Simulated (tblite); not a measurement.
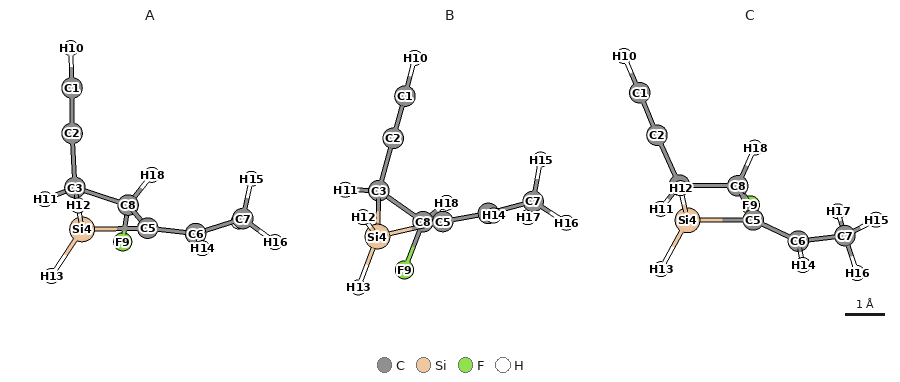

3 geometries from one relaxation of C₇H₉FSi, in shuffled order. Style: ball-and-stick. Shown face on.

These are results of GFN2-xTB geometry optimisation, gas phase in tblite, not measurements. 

Order the frames from highest to lowest energy.

B, A, C. They are steps 0, 65, 164, at +116.5 kJ/mol, +10.4 kJ/mol relative to the last. The largest move after the best rigid fit is that of H10, 2.58 Å. By element the largest moves are H 2.58 Å, F 2.15 Å, C 1.85 Å, Si 0.63 Å. Near-neighbour distances that change, for instance: Si4–F9 2.522 → 3.595 Å, C3–Si4 1.846 → 1.937 Å, Si4–C5 1.835 → 1.887 Å, C2–C3 1.484 → 1.434 Å. Bond angles that change, for instance: C3–C8–C5 86.1° → 99.1°, F9–C8–H18 116.5° → 106.1°, C3–Si4–C5 67.7° → 75.0°. Groups turn about C3–C8 by about 60°, C5–C8 by about 60°, Si4–C5 by about 50°. Over 164 geometry steps the energy falls by 116.5 kJ/mol. The run took 1.4 s on 1 thread of Arm Neoverse V1 (shared host).
